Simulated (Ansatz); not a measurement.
# C6H3ClZr: what the fields show

The calculation's input:

```
basis:
  gaussian: {orbitals: def2-SVPD}
crystal:
  periodic: [false, false, false]
  atoms:
    - {symbol: C, position_ang: [2.991346, 2.257076, 1.718253]}
    - {symbol: C, position_ang: [2.084964, 1.481000, 1.429559]}
    - {symbol: C, position_ang: [0.731095, -1.700367, 2.102959]}
    - {symbol: C, position_ang: [0.872022, -2.719894, 2.772194]}
    - {symbol: C, position_ang: [0.686943, -0.426495, -1.180658]}
    - {symbol: C, position_ang: [0.802938, -0.726720, -2.365386]}
    - {symbol: Cl, position_ang: [-1.573411, 1.063837, 1.317154]}
    - {symbol: Zr, position_ang: [0.508399, 0.092404, 0.912255]}
    - {symbol: H, position_ang: [3.787657, 2.937419, 1.971338]}
    - {symbol: H, position_ang: [0.997513, -3.614985, 3.358785]}
    - {symbol: H, position_ang: [0.906556, -0.990868, -3.404864]}
total_charge: 0
hamiltonian: {xc: pbe0}
output: {forces: true, orbitals: {seedname: orbitals}}
```

Command:

```sh
ansatz run input.yaml --threads 2 --pin off --max-ram 6090MiB --events-out events.jsonl --progress --plain --runs-dir runs
```

Geometry: PBE0-D4/def2-SVP; core potentials replace the inner electrons of Zr.

Theory: isolated molecule in a Gaussian basis; Kohn-Sham density functional theory, functional PBE0 in Ansatz 0.2.0.

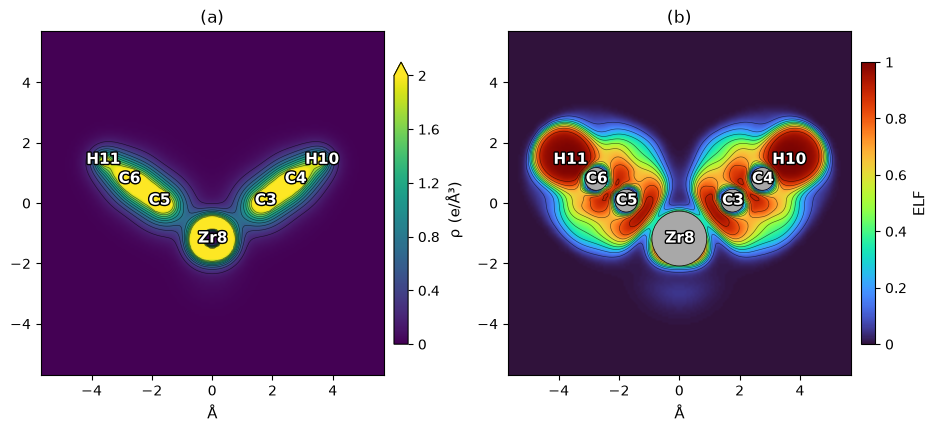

Figure 1. (a) electron density; (b) electron localisation function on the plane of atoms C3, Zr8 and C5. Grey discs cover the atomic cores in the ELF map.

**What does the map show?**

The plane passes through C, Zr and H nuclei. C–C (1.23 Å): the density is about 2.6 e/Å³ at the midpoint; the ELF peaks at about 0.85 between the atoms: a multiple bond. C–Zr (2.16 Å): ρ is about 0.71 e/Å³ halfway; the ELF peaks at about 0.95 in the valence shell of C, 0.7 Å from its nucleus, and is about 0.40 at the midpoint. C–H (1.08 Å): the density is about 2 e/Å³ at the midpoint; the ELF climbs to about 1 towards the hydrogen, as it does in any bond to H: an ordinary covalent bond to hydrogen.

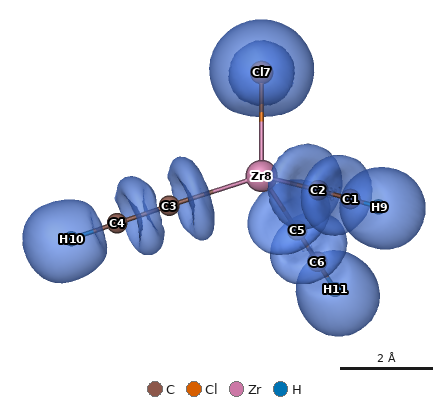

Figure 2. Isosurface of the ELF at 0.8 (blue), seen from one side. Only the valence region is drawn (cores and ρ < 0.01 e/Å³ removed).

**Describe the localisation domains.**

The ELF exceeds this value in three regions between bonded C–C atoms (shared pairs), three regions around hydrogen nuclei, three lobes of the valence shell of C pointing towards Zr and one region wrapped around Cl (its valence shell).

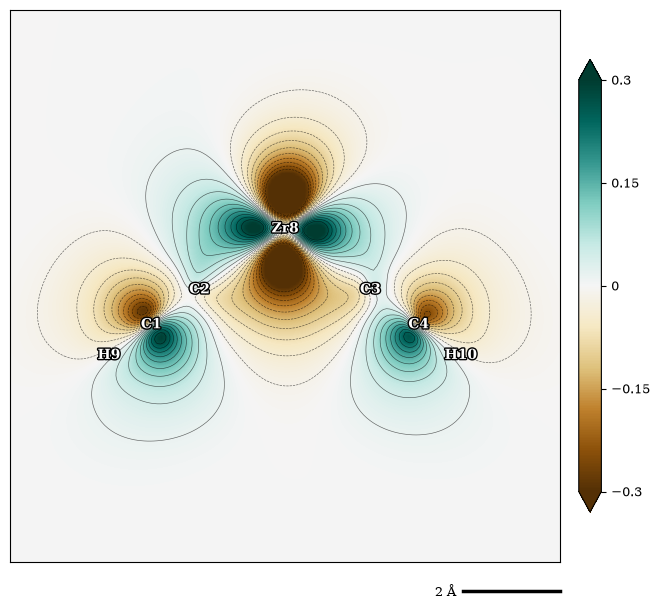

Figure 3. The LUMO on the plane of atoms C2, Zr8 and C3 (values in Å⁻³ᐟ²; the overall sign is arbitrary).

**Describe this orbital and give its energy.**

Its weight (Hirshfeld) is mainly on Zr8 (about 55 %), C1 (about 5 %), C4 (about 5 %) and C6 (about 5 %). It is one of a degenerate set, so its orientation is arbitrary. Its energy is −2.83 eV.

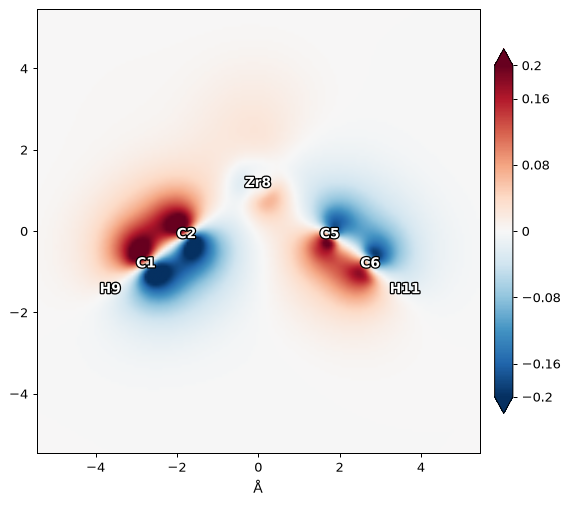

Figure 4. The HOMO−1 on the plane of atoms C2, Zr8 and C5 (values in Å⁻³ᐟ²; the overall sign is arbitrary).

**Where does this orbital lie, and at what energy?**

It lies mainly on C4 (about 20 %), C6 (about 20 %), C3 (about 20 %), C5 (about 20 %) and C1 (about 5 %). It is one of a degenerate set, so its orientation is arbitrary. Its energy is −8.40 eV.
